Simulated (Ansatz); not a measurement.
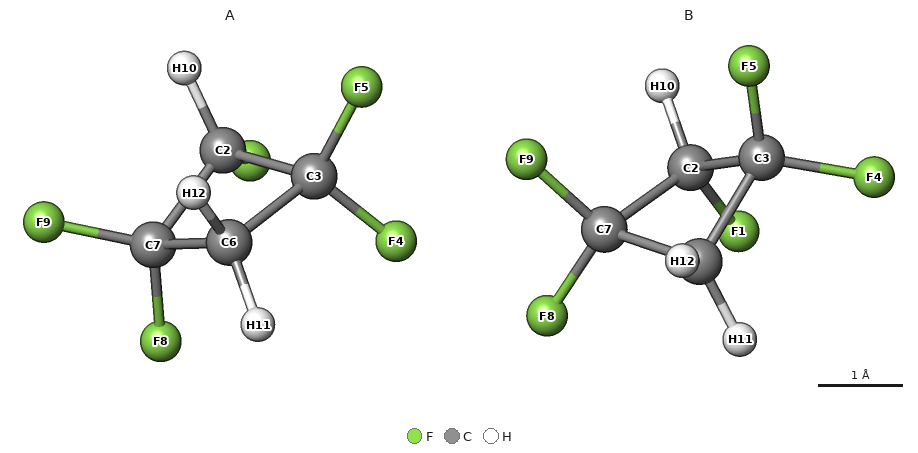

Two geometries of C₄H₃F₅ (coarse preliminary run), drawn at one scale. One is the start of a relaxation, the other its converged end. The picture is a ball-and-stick view, seen from a free direction.

Level of theory: Ansatz 0.2.0, RKS PBE-D4/def2-SVP. Set-up: force threshold 0.03 eV/Å; at most 200 steps.

### Which of the two is the end point?

Structure A is the relaxed one. The start comes from a force field. Over 18 accepted moves (20 points after the start) the energy falls by 0.448 eV. Largest force component: 3.6 eV/Å at the start, 0.012 eV/Å at the end. The line search rejected the trial steps at points 9, 12 of the run. The forces were under the threshold at step 5, but the run went on from there. The atom that moves furthest after the best rigid fit is F8 (0.96 Å). Largest moves by element: F 0.96 Å, H 0.89 Å, C 0.33 Å. Some distances before and after: F1–C2 1.414 → 1.357 Å, C3–F5 1.320 → 1.357 Å, C6–H12 1.069 → 1.105 Å, C3–F4 1.393 → 1.358 Å. Among the angles between lasting bonds that change: C2–C7–F8 117.5° → 111.9°, C7–C6–H12 117.0° → 112.5°, C7–C2–H10 114.4° → 110.2°. Groups turn about C6–C7 by about 45°, C2–C7 by about 45°, C2–C3 by about 45°.
